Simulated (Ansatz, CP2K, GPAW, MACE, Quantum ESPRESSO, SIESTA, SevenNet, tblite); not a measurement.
# Running random rock-salt alloy of CaS and PbS (64 atoms) with GPAW, part 2 of 2

Wanted: GPAW inputs and outputs for random rock-salt alloy of CaS and PbS (64 atoms), checked against a plane-wave reference.

Program: GPAW 26.7.0; the method stands at each step. Banners, paths, timers and routine set-up lines are dropped from the logs unmarked, and long logs keep their key lines alone; longer cuts are marked.

So far. Step 3 (PBE, plane waves 550 eV): Against the first run (12 %), the force difference from the reference is 3.9 %, at 2.2 times the CPU time (on 2 against 1 cores) (16 SCF steps against 10). Step 4 (PBE, LCAO dzp, h 0.15 Å): Against the first run (12 %), the force difference from the reference is 9.7 %, at 1.8 times the CPU time: the tighter setting removes part of the difference.

## (5) PBE, LCAO szp(dzp), h 0.2 Å

Method: Kohn-Sham DFT, PBE, PAW, atomic orbitals (szp(dzp)).

run.py

```python
import numpy as np
from ase.io import read
from gpaw import GPAW, FermiDirac

atoms = read("structure.xyz")
atoms.calc = GPAW(
    mode="lcao",
    basis="szp(dzp)",
    h=0.2,
    xc="PBE",
    kpts={"size": (1, 1, 1), "gamma": True},
    occupations=FermiDirac(0.05),
    maxiter=200,
    symmetry={"point_group": False},
    txt="gpaw.txt",
)
energy = atoms.get_potential_energy(force_consistent=True)
forces = atoms.get_forces()
print(f"energy {energy:.6f} eV")
print("forces (eV/A)")
for i, (a, f) in enumerate(zip(atoms, forces)):
    print(f"{i:4d} {a.symbol:2s} {f[0]:10.5f} {f[1]:10.5f} {f[2]:10.5f}")
print(f"Fermi level {atoms.calc.get_fermi_level():.4f} eV")
for k in range(len(atoms.calc.get_ibz_k_points())):
    for s in range(atoms.calc.get_number_of_spins()):
        e = atoms.calc.get_eigenvalues(kpt=k, spin=s)
        n = np.searchsorted(e, atoms.calc.get_fermi_level())
        print(f"k {k} spin {s} levels about the Fermi level:", np.round(e[max(n - 6, 0):n], 4).tolist(), "|", np.round(e[n:n + 6], 4).tolist())
```

structure.xyz

```xyz
64
Lattice="11.68760 0.00000 0.00000 0.00000 11.68760 0.00000 0.00000 0.00000 11.68760" Properties=species:S:1:pos:R:3 pbc="T T T"
[... 64 atom lines left out: the same atoms as in the first run ...]
```

Command:

```console
$ OMP_NUM_THREADS=1 python run.py > output.txt
```

Output:

```text
energy -274.026582 eV
forces (eV/A)
   0 Pb   -0.20000   -0.34790   -0.05766
   1 S     0.27420    0.49230    0.11002
   2 Pb    0.14505    0.37712    0.17386
   3 S    -0.29643   -0.01061   -0.08974
   4 Ca    0.12970    0.24946   -0.54540
   5 S     0.26260   -0.14497    0.17106
   6 Ca    0.12453   -0.13264    0.16177
   7 S     0.27462    0.01666   -0.38129
   8 Pb   -0.17372   -0.14243    0.14168
   9 S     0.65545   -0.09396   -0.06448
  10 Ca   -0.00033    0.36298   -0.42961
  11 S    -0.32958   -0.76363    0.57930
  12 Ca   -0.35196   -0.48089    0.23022
  13 S     0.26900    0.57165    0.06738
  14 Pb   -0.24216    0.01365   -0.38994
  15 S    -0.62550   -0.27714    0.42834
  16 Pb   -0.05088    0.31983    0.00405
  17 S     0.51413   -0.50090    0.86141
  18 Pb    0.19088   -0.11171   -0.15848
  19 S     0.21379    0.21117    0.81458
  20 Ca   -0.05680   -0.13101   -0.08129
  21 S     0.04065   -0.05440   -0.27313
  22 Pb   -0.36803    0.04053    0.06096
  23 S    -0.47046   -0.09969    0.17808
[...]
56 Pb    0.09473   -0.13610   -0.41048
  57 S    -0.26941   -0.52137   -0.01636
  58 Ca   -0.57007   -0.09423   -0.00039
  59 S    -0.48225    0.05242    0.25133
  60 Pb    0.27822   -0.09330   -0.21272
  61 S    -0.49974    0.28484    1.14394
  62 Pb    0.40554   -0.60825    0.40646
  63 S    -0.08431    0.55860    0.10265
Fermi level 6.6643 eV
k 0 spin 0 levels about the Fermi level: [5.4066, 5.5192, 5.6433, 5.9051, 6.0102, 6.0951] | [7.2536, 7.2688, 7.4073, 7.4477, 7.8819, 7.9137]
```

gpaw.txt:

```text
Input parameters:
  mode=LCAO(),
  basis={'default': 'szp(dzp)'},
  h=0.2,
  kpts=MonkhorstPack(size=(1, 1, 1), gamma=True),
  maxiter=200,
  occupations=Occupations(name='fermi-dirac', width=0.05, fixmagmom=False),
  symmetry=Symmetry(point_group=False),
  xc=XC(name='PBE')
Unit cell  # Å
| periodic |         x |         y |         z |   lengths |    angles |
[... lines left out ...]
  Fermi-Dirac:
[... lines left out ...]
convergence criteria:
- Maximum [total energy] change in last 3 cyles: 0.0005 eV / valence electron
[... lines left out ...]
Converged in 10 steps
[... lines left out ...]
  Free energy:    -274.026582
  Extrapolated:   -274.026564
dipole moment: (83.837449, -124.930266, 483.085012)  # |e|*Ang
Fermi level: 6.664
Eigenvalues  # (at kpt = [0.000, 0.000, 0.000])
| band index |      eig [eV] | occ [0-2] |
|------------|---------------|-----------|
|          0 |       -34.964 |     2.000 |
|        ... |               |           |
|        288 |         5.234 |     2.000 |
|        289 |         5.292 |     2.000 |
[...]
|        303 |         7.991 |     0.000 |
|        ... |               |           |
|        359 |        10.252 |     0.000 |
Gap: 1.159 eV
Transition (v -> c):
  (s=0, k=0, n=295, [0.00, 0.00, 0.00]) -> (s=0, k=0, n=296, [0.00, 0.00, 0.00])
No difference between direct/indirect transitions
Force computation time: 24.809  # s
timing:  # [seconds]
  Total:  141.372  # ━━━━━━━━━━━━━━━━━━━━━━━━━━━━━━━━━━━━━━━━━━━━━━━━━━━━━━━━
  Init:     8.579  # ━━━╸
  SCF:    107.956  # ━━━━━━━━━━━━━━━━━━━━━━━━━━━━━━━━━━━━━━━━━━━
  Forces:  24.809  # ━━━━━━━━━━
```

It took 2.4 min on 1 thread of Arm Neoverse V2, shared host; peak memory 1.8 GiB.

Against the reference:

```
r.m.s. force component                           : 0.3674 eV/Å
r.m.s. difference of force components            : 49.32 meV/Å
longest difference of force vectors              : 205.9 meV/Å
force difference over r.m.s. force               : 14.84 %
slope of forces against the reference's          : 1.1
correlation of force components                  : 0.9951
gap (highest filled to lowest empty level) : 1.159 eV
gap difference                                   : 0.0926 eV
```

This is a coarse setting, run to see what it loses.

Against the first run (12 %), the force difference from the reference is 15 %, at 0.68 times the CPU time, with 760 basis functions against 1224: the smaller basis costs accuracy.

## (6) PBE, LCAO sz(dzp), h 0.2 Å

Method: Kohn-Sham DFT, PBE, PAW, atomic orbitals (sz(dzp)).

run.py: that of step 5 with these lines changed.

```diff
@@ -7,3 +7,3 @@
     mode="lcao",
-    basis="szp(dzp)",
+    basis="sz(dzp)",
     h=0.2,
```

structure.xyz is that of step 5.

Output:

```text
energy -260.929221 eV
forces (eV/A)
   0 Pb   -0.25243   -0.42095   -0.06164
   1 S     0.42474    0.63559    0.11801
   2 Pb    0.14505    0.53502    0.16461
   3 S    -0.34819   -0.01056   -0.19781
   4 Ca    0.17205    0.25472   -0.59200
   5 S     0.38393   -0.22150    0.16268
   6 Ca    0.15178   -0.15228    0.20683
   7 S     0.35594    0.04255   -0.52954
   8 Pb   -0.18718   -0.22139    0.23300
   9 S     0.82161   -0.17641   -0.05866
  10 Ca    0.01251    0.42421   -0.48474
  11 S    -0.47642   -0.97287    0.71635
  12 Ca   -0.38806   -0.48795    0.21279
  13 S     0.39864    0.69509    0.06059
  14 Pb   -0.28671   -0.08370   -0.43772
  15 S    -0.75810   -0.25768    0.58487
  16 Pb   -0.02050    0.32142    0.08095
  17 S     0.65031   -0.60488    1.08455
  18 Pb    0.23154   -0.02342   -0.28013
  19 S     0.26975    0.22156    0.98707
  20 Ca   -0.07046   -0.12858   -0.12355
  21 S     0.14247   -0.13357   -0.36223
  22 Pb   -0.42119    0.00660    0.13656
  23 S    -0.59820   -0.09082    0.22500
[...]
56 Pb    0.18462   -0.12604   -0.51839
  57 S    -0.38897   -0.65234   -0.05189
  58 Ca   -0.58413   -0.11056    0.00625
  59 S    -0.65866    0.06941    0.34017
  60 Pb    0.24037   -0.11700   -0.22916
  61 S    -0.56570    0.39492    1.38871
  62 Pb    0.39747   -0.72762    0.58909
  63 S    -0.19299    0.70228    0.21122
Fermi level 6.9077 eV
k 0 spin 0 levels about the Fermi level: [5.6152, 5.7379, 5.8653, 6.1092, 6.2238, 6.335] | [7.5034, 7.5197, 7.6754, 7.7107, 8.1826, 8.2198]
```

gpaw.txt:

```text
Input parameters:
  mode=LCAO(),
  basis={'default': 'sz(dzp)'},
  h=0.2,
  kpts=MonkhorstPack(size=(1, 1, 1), gamma=True),
  maxiter=200,
  occupations=Occupations(name='fermi-dirac', width=0.05, fixmagmom=False),
  symmetry=Symmetry(point_group=False),
  xc=XC(name='PBE')
Unit cell  # Å
| periodic |         x |         y |         z |   lengths |    angles |
[... lines left out ...]
  Fermi-Dirac:
[... lines left out ...]
convergence criteria:
- Maximum [total energy] change in last 3 cyles: 0.0005 eV / valence electron
[... lines left out ...]
Converged in 9 steps
[... lines left out ...]
  Free energy:    -260.929221
  Extrapolated:   -260.929205
dipole moment: (83.738111, -123.427894, 481.689773)  # |e|*Ang
Fermi level: 6.908
Eigenvalues  # (at kpt = [0.000, 0.000, 0.000])
| band index |      eig [eV] | occ [0-2] |
|------------|---------------|-----------|
|          0 |       -34.883 |     2.000 |
|        ... |               |           |
|        288 |         5.431 |     2.000 |
|        289 |         5.493 |     2.000 |
[...]
|        303 |         8.284 |     0.000 |
|        ... |               |           |
|        359 |        10.578 |     0.000 |
Gap: 1.168 eV
Transition (v -> c):
  (s=0, k=0, n=295, [0.00, 0.00, 0.00]) -> (s=0, k=0, n=296, [0.00, 0.00, 0.00])
No difference between direct/indirect transitions
Force computation time: 10.304  # s
timing:  # [seconds]
  Total:  62.245  # ━━━━━━━━━━━━━━━━━━━━━━━━━━━━━━━━━━━━━━━━━━━━━━━━━━━━━━━━━
  Init:    7.811  # ━━━━━━━
  SCF:    44.104  # ━━━━━━━━━━━━━━━━━━━━━━━━━━━━━━━━━━━━━━━━╸
  Forces: 10.304  # ━━━━━━━━━╸
```

It took 64 s on 1 thread; peak memory 1.5 GiB.

Against the reference:

```yaml
r_m_s_force_component: 0.45 eV/Å
r_m_s_difference_of_force_components: 132.6 meV/Å
longest_difference_of_force_vectors: 429.4 meV/Å
force_difference_over_r_m_s_force: 39.92 %
slope_of_forces_against_the_reference_s: 1.337
correlation_of_force_components: 0.9875
spacing_of_highest_filled_and_lowest_empty_level: 1.168 eV
gap_difference: 0.1025 eV
```

This is a coarse setting, run to see what it loses.

Against the first run (12 %), the force difference from the reference is 40 %, at 0.30 times the CPU time, with 464 basis functions against 1224: the smaller basis costs accuracy.

## (7) Side by side

Differences are against the plane-wave reference, forces as r.m.s. over components; share is that over the reference's r.m.s. force, slope the least-squares factor from reference forces to these. Total energies of different programs have different zeros and aren't compared.

| run | Δ force, r.m.s. (meV/Å) | share (%) | slope | Δ pressure (GPa) | Δ gap (eV) | cores | CPU time | memory (GiB) |
| --- | --- | --- | --- | --- | --- | --- | --- | --- |
| reference | - | - | - | - | - | 8 | 70 s | 1.9 |
| GPAW PBE, LCAO dzp, h 0.2 Å | 38.9 | 11.7 | 1.063 | - | 0.0259 | 1 | 3.5 min | 1.9 |
| GPAW PBE, plane waves 550 eV | 13.0 | 3.90 | 0.973 | -0.0959 | -0.0464 | 2 | 7.8 min | 1.8 |
| GPAW PBE, LCAO dzp, h 0.15 Å | 32.1 | 9.65 | 1.069 | - | 0.0256 | 1 | 6.3 min | 3.5 |
| GPAW PBE, LCAO szp(dzp), h 0.2 Å (coarse) | 49.3 | 14.8 | 1.100 | - | 0.0926 | 1 | 2.4 min | 1.8 |
| GPAW PBE, LCAO sz(dzp), h 0.2 Å (coarse) | 133 | 39.9 | 1.337 | - | 0.102 | 1 | 64 s | 1.5 |

Rows marked coarse were listed beforehand as settings not expected to be converged; some can still land near the reference.

CPU time is summed over cores on a shared host, where runs went side by side, so it is rough. Symmetry, cutoffs, thresholds, outputs and thread counts weren't matched or tuned between programs; memory under MPI is the largest rank's times the ranks.

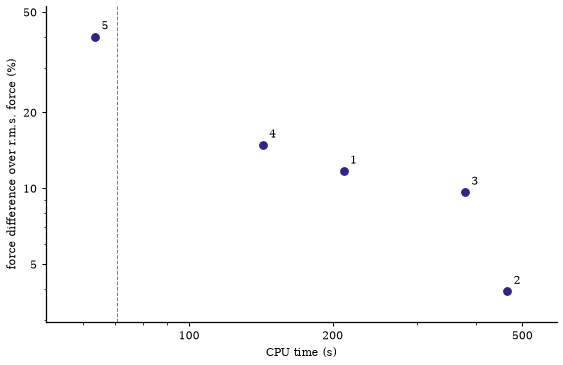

Force difference against CPU time; the dashed line marks the reference's time. Points: 1 GPAW PBE, LCAO dzp, h 0.2 Å; 2 GPAW PBE, plane waves 550 eV; 3 GPAW PBE, LCAO dzp, h 0.15 Å; 4 GPAW PBE, LCAO szp(dzp), h 0.2 Å; 5 GPAW PBE, LCAO sz(dzp), h 0.2 Å.

Within one program, basis, potentials and functional, energies share a zero. Each run against its twin at the usual cutoff or grid and solver:

| run | twin | Δ energy (meV/atom) | Δ force, r.m.s. (meV/Å) | CPU time over the twin's |
| --- | --- | --- | --- | --- |
| GPAW PBE, LCAO dzp, h 0.15 Å | LCAO dzp, h 0.2 Å | -23.8 | 27.3 | 1.8 |

## (8) Results

```yaml
nearest_in_forces: GPAW PBE, plane waves 550 eV, 3.9 %
its_cpu_time: 7.8 min
```

What this shows: PBE on plane waves or a grid with other potentials, cutoffs or grids, coarse settings apart, differs from the reference by 3.9 % (GPAW PBE, plane waves 550 eV) of the r.m.s. force; this holds the reference's own error, so differences of a few per cent don't tell which side is nearer the exact PBE result. The PBE runs in local orbitals, coarse settings apart, differ by 9.7 % (GPAW PBE, LCAO dzp, h 0.15 Å) to 12 % (GPAW PBE, LCAO dzp, h 0.2 Å); basis, grid and potentials can all enter. Runs with settings chosen to be coarse differ by 15 % (GPAW PBE, LCAO szp(dzp), h 0.2 Å) to 40 % (GPAW PBE, LCAO sz(dzp), h 0.2 Å), their programs' other errors included. None of the electronic-structure runs in the table takes under half the reference's CPU time of 70 s; they take 0.90 to 6.6 times as much. GPAW PBE, LCAO sz(dzp), h 0.2 Å stiffens the forces by a factor of 1.34 while following their directions (correlation 0.988); the slopes of the 5 GPAW runs lie between 0.97 and 1.34. At the same functional, gaps differ from the reference's 1.07 eV by between -0.05 and +0.10 eV. These are spacings on the run's k-points, which needn't hold the band edges. The host structure and its lattice constant were typed by rule, without a check against the phase diagram. The reference's pressure of 3.3 GPa belongs to a cell and atoms that aren't relaxed at this level. The electronic-structure runs sample only Γ, in a cell whose shortest periodic width is 12 Å. Spin–orbit coupling is left out, which matters for the levels of the heavy elements.

[Also dropped from logs without a mark: logging warnings of Python, and SIESTA's first energy breakdown and zero terms.]

[Logs are printed without paths, hosts, clocks, repeated set-up lines and the standing remarks that a program may print on its own settings, such as how far it seeks lower states.]

[Hosts, paths, dates, database ids (printed as entryN), source tags and the programs' standing remarks are cut or masked in the printed files.]
